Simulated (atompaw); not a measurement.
# Pseudopotential generation for Al: PAW (atompaw), PBE

Aim: build the potential from the settings below, then test how well it stands in for the atom: scattering, ghost states and the plane-wave cutoff that it needs.

Method: atompaw 4.2.0.5, PBE, scalar-relativistic.

## (1) The design

Typed settings, in words:

```json
{"element": "aluminium (Al, Z = 13)", "type": "PAW", "frozen core": "[Ne]", "valence charge": "3", "reference configuration": "3s2 3p0 (charge +1)", "partial waves": "3s (bound): rc 1.65 bohr; 3s channel at 1.5 Ry: rc 1.65 bohr; 3p (bound, empty): rc 1.85 bohr; 3p channel at -0.07 Ry: rc 1.85 bohr", "local potential": "troulliermartins scheme with l = 2 at -0.5 Ry, radius 1.30 bohr", "core correction": "smooth core density matched at 1.00 bohr", "augmentation charge": "besselshape compensation charge, radius 1.35 bohr; PAW radius 1.85 bohr; waves and projectors: custom rrkj vanderbiltortho"}
```

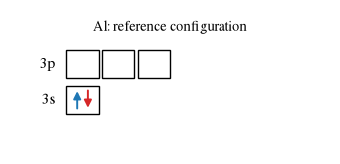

The outer shells as boxes. The arrows follow Hund's rule for the drawing; the calculation itself is spin-unpolarised.

## (2) The generation run

Al.input reads:

```
Al 13
GGA-PBE scalarrelativistic loggrid 1500 logderivrange -3 5 201
3 3 0 0 0 0
3 1 0
0 0 0
c
c
v
c
v
1
1.85 1.35 1.30 1.00
y
1.5
n
y
-0.07
n
custom rrkj vanderbiltortho besselshape
2 -0.5 troulliermartins
1.65
1.65
1.85
1.85
PWSCFOUT
UPFDX 0.0125d0 UPFXMIN -7.d0 UPFZMESH 13.d0
END
```

Launch:

```sh
$ atompaw < Al.input > Al.log
```

Output in the file Al (summary file):

```text
 Completed calculations for Al (AE)

 Exchange-correlation type: GGA, Perdew-Burke-Ernzerhof

 Radial integration grid is logarithmic 
 r0 =   6.0512684E-04 h =   7.8666489E-03   n =      1500 rmax =   8.0000000E+01

 Scalar relativistic calculation

 AEatom converged in  21 iterations
   nz     =  13.00
   delta  =       3.549814183110E-17

 All Electron Orbital energies:         
  n  l      occupancy      energy
  1  0      2.0000000E+00 -1.1169099E+02
  2  0      2.0000000E+00 -8.5627812E+00
  3  0      2.0000000E+00 -1.0885522E+00
  2  1      6.0000000E+00 -5.7322993E+00
  3  1      0.0000000E+00 -6.6543030E-01

 Total energy
   Total                    :     -484.94593133308609

 ---
 Completed calculations for Al (SC)

 Exchange-correlation type: GGA, Perdew-Burke-Ernzerhof

 Radial integration grid is logarithmic 
 r0 =   6.0512684E-04 h =   7.8666489E-03   n =      1500 rmax =   8.0000000E+01

 Scalar relativistic calculation

 SCatom converged in   1 iterations
   nz     =  13.00
   delta  =       6.395336722777E-19

 Valence Electron Orbital energies:         
  n  l      occupancy      energy
   3  0      2.0000000E+00 -1.0885522E+00
   3  1      0.0000000E+00 -6.6543030E-01

 Total energy
   Total                    :     -484.94593133306881
   Valence                  :      -38.81387042877191

 PAW parameters: 
       lmax =            1
         rc =    1.8616273671896579     
        irc =         1022
   rc_shape =    1.3588854834762489     
    rc_vloc =    1.3064502902209822     
    rc_core =   0.99970569344245908     
   Vloc: Norm-conserving Troullier-Martins with l= 2;e=  -5.0000E-01
   Projector type: RRKJ pseudization + Vanderbilt ortho.
   Bessel compensation charge shape zeroed at   1.3589E+00

 Number of basis functions     4
 No.   n  nodes  l      Energy         Cp coeff         Occ
  1    3    2    0   -0.1088552E+01  0.7806662E+02  0.2000000E+01
  2  999    3    0    0.1500000E+01  0.3760448E+01  0.0000000E+00
  3    3    1    1   -0.6654303E+00  0.1719544E+04  0.0000000E+00
  4  999    2    1   -0.7000000E-01  0.3885546E+03  0.0000000E+00

 Eigenvalues of overlap operator (in the basis of projectors):
    1        3.45180934E-01
    2        1.44793505E+00
    3        6.73991150E+02
    4        1.65088406E+04

 Orbital leakage outside PAW augmentation regions
   orb  is_core?  %out_of_sphere
   1 0    T           0.00
   2 0    T           0.13
   3 0    F          69.94
   2 1    T           0.33
   3 1    F          82.89

 Summary of PAW energies
   Total valence energy     :    -38.81387533725857
   Smooth energy            :      5.74355423026939
   One center               :    -44.55742956752796
   Smooth kinetic           :      0.89637165535787
   Vloc energy              :     -0.05195391395669
   Smooth exch-corr         :     -7.59332536929992
   One-center xc            :    -28.89674597924311
```

Wall time 0.69 s (1 thread, shared host).

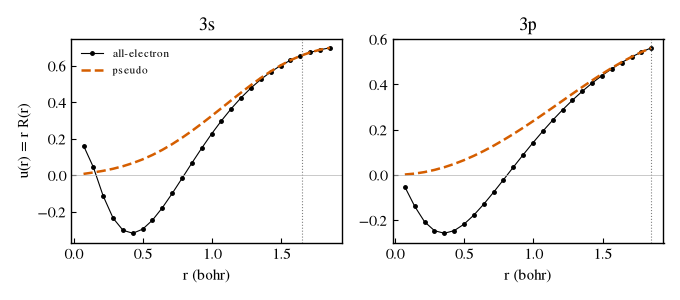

Bound waves of the atom and their pseudo partners (3s, 3p), with the matching radii dotted. The curves join 26 sampled radii.

## (3) Does it scatter like the atom?

Taken from the files of the generation run. The phase is arctan(r·u′/u) with u = r·R, unwrapped, with energies in Ry. A pole is an energy at which the radial function vanishes at the test radius. The pseudo phase is shifted by a multiple of π to meet the all-electron one at the reference energy. Levels narrower than the energy grid can be missing from the poles. The last column is the largest difference on the grid between −1 and +1 Ry.

| channel | radius (bohr) | reference (Ry) | poles AE | poles PS | window around the reference with phases within 0.05 rad (Ry) | largest difference near zero (rad) |
| --- | --- | --- | --- | --- | --- | --- |
| s | 1.86 | -1.09 | 3.42 | 3.43 | the whole range | 0.000 |
| p | 1.86 | -0.67 | 4.23 | 0.58, 4.83 | below 0.5 | 3.122 |

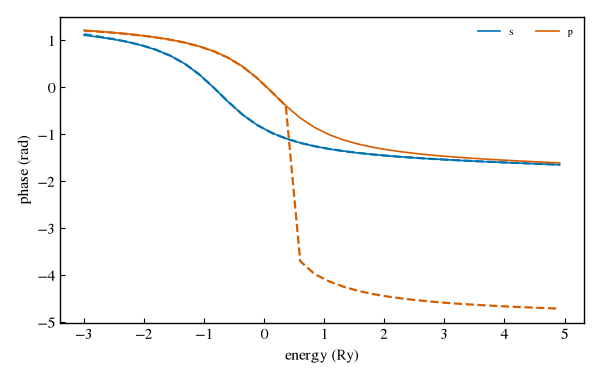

Phases by channel: all-electron solid, pseudo dashed.

## (4) Cutoff and ghost test in a Bessel basis

A separate test, outside the generator: the pseudo-atom's Hamiltonian at the reference potential is diagonalised in spherical Bessel functions j_l(qr) that vanish at 20 bohr, with q² up to the cutoff.

All-electron valence levels (Ry): 3s -1.0886, 3p -0.6654. The lowest levels of each channel (Ry) by cutoff; the last column sums, over occupied levels, occupation times the distance from the level at 400 Ry. A positive value at high cutoff is not a bound level.

| cutoff (Ry) | s #1 | s #2 | p #1 | d #1 | f #1 | Σ f·Δε (mRy) |
| --- | --- | --- | --- | --- | --- | --- |
| 8 | -1.0839 | -0.2765 | -0.6648 | -0.2236 | -0.0519 | 9.4 |
| 10 | -1.0866 | -0.2770 | -0.6650 | -0.2248 | -0.0519 | 3.9 |
| 12 | -1.0878 | -0.2772 | -0.6653 | -0.2257 | -0.0519 | 1.6 |
| 15 | -1.0882 | -0.2775 | -0.6654 | -0.2265 | -0.0519 | 0.7 |
| 18 | -1.3656 | -1.0880 | -0.6654 | -0.2273 | -0.0519 | 1.2 |
| 21 | -1.9844 | -1.0883 | -0.6654 | -0.2278 | -0.0519 | 0.5 |
| 25 | -2.4222 | -1.0885 | -0.6654 | -0.2281 | -0.0519 | 0.2 |
| 30 | -2.8315 | -1.0885 | -0.6654 | -0.2285 | -0.0519 | 0.1 |
| 400 | -3.2287 | -1.0886 | -0.6654 | -0.2292 | -0.0519 | 0.0 |

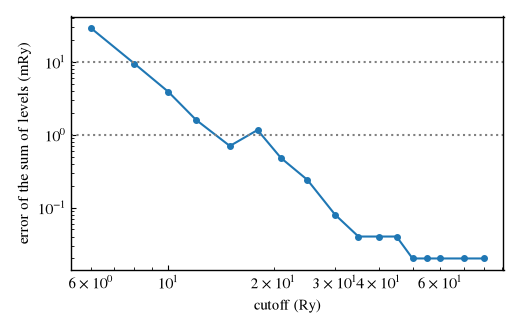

Occupation-weighted error of the valence levels against the cutoff; the dotted lines mark 10 and 1 mRy.

The sum stays within 10 mRy from 8 Ry and within 1 mRy from 21 Ry. The sum leaves out empty levels, which can need more. Ghost test: ghost state, bound below the all-electron valence or empty levels of the same l: s at -43.9 eV.

## (5) Results

```
                                                quantity             value
               cutoffs for 10 and 1 mRy, occupied levels    8 Ry and 21 Ry
                                            bound ghosts    s at -43.93 eV
largest phase difference near zero energy, channels read         3.122 rad
         lowest eigenvalue of the overlap (Bessel basis)         0.529 (s)
        share of valence orbitals outside the PAW sphere  3s 70 %, 3p 83 %
                                                UPF file           written
```

In words: It has a bound ghost (s), a state that the atom doesn't have, and that rules the file out. The potential is soft on the atom at that tolerance: the looser tolerance needs 8 Ry. The tighter tolerance needs 21 Ry, and converged work needs a cutoff nearer that. Near zero energy the largest phase difference among the channels read is 3.12 rad, in the p channel. A step near π is an extra or missing state, not a misfit of shape. The pseudo curves have a pole with no partner nearby in the atom's: p at 0.58 Ry. At positive energy that is a spurious or a displaced resonance. All of this concerns the isolated atom, not yet a solid.
